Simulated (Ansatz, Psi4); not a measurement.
**How methods differ on CF (SMILES [C]F)**

CF has 2 atoms, charge 0, and is taken as a doublet. SMILES: `[C]F`. The shape is that of a PBE0-D4/def2-TZVP optimisation. The run starts from this shape.

```xyz
2

C     0.0000    0.0000    0.0031
F     0.0000    0.0000    1.2713
```

Each level gives the adiabatic ionisation energy (to the singlet cation, no zero-point term) (eV). The values are calculated.

```tsv
level	kind	program	value (eV)	CPU time (all runs)
UHF/STO-3G	Hartree–Fock	Ansatz	7.23	0.7 s
UHF/3-21G	Hartree–Fock	Ansatz	9.55	0.7 s
UHF/6-31G* (Cartesian functions)	Hartree–Fock	Ansatz	8.80	1.2 s
UPBE/def2-SVP	GGA	Ansatz	9.29	3.6 s
UB3LYP/6-31G* (Cartesian functions)	global hybrid	Ansatz	9.27	4 s
UPBE0/def2-SVPD (density fitting)	global hybrid	Psi4	9.50	27 s
UMP2/6-31G* (Cartesian functions)	perturbation theory	Ansatz	8.63	1.9 s
UMP2/aug-cc-pVDZ	perturbation theory	Ansatz	9.01	4.7 s
```

The values span 7.23 to 9.55 eV. Without the sets that lack polarisation functions the rows with a basis span only 8.63 to 9.50 eV. In so small a basis fixed costs decide the times, and correlated methods can beat functionals. CPU times are rough (shared hosts, several kinds of processor and program).

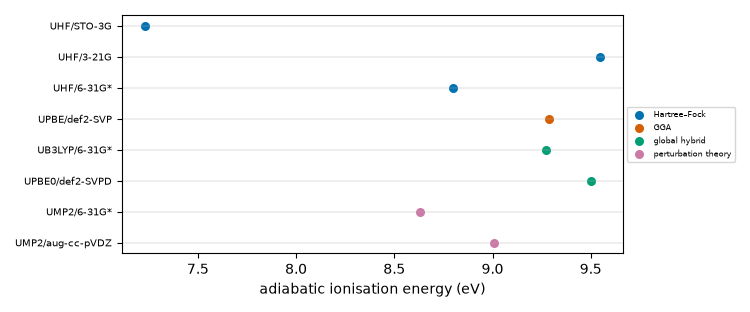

The values of the table, level by level.
